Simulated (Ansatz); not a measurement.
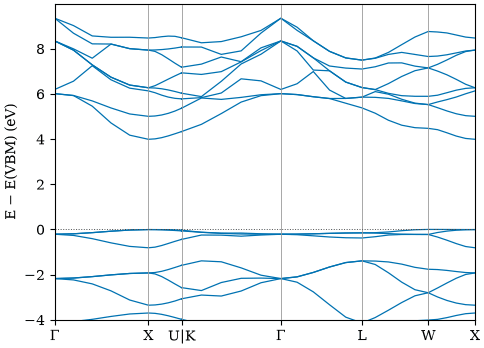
Fig. 1. Band structure from DFT-HSE06 in the program Ansatz with PAW potentials

Q: Read off the gap and where the band edges lie.

A: About 4.0 eV (3.99 eV among the points solved); maximum at W, minimum at X.

The material is Ca2H6Os in space group Fm-3m (No. 225; Ca on 8c, H on 24e, Os on 4a).

The first step of the workflow began from a Materials Project structure, measured or hypothetical; the Crystallography Open Database copy checked does not list it. Its standing as an ambient phase is unchecked. The HSE06 relaxation kept the symmetry of its start; whether a distortion lowers the energy is not shown. The run is not spin-polarised. The hybrid was solved on a coarse mesh, the path and, where they were found, the r²SCAN edge points; its band edges are the extreme levels among these. Scalar-relativistic: spin–orbit coupling is off unless named, which matters more the heavier the elements.

Potentials: the later of the program's two PAW sets.
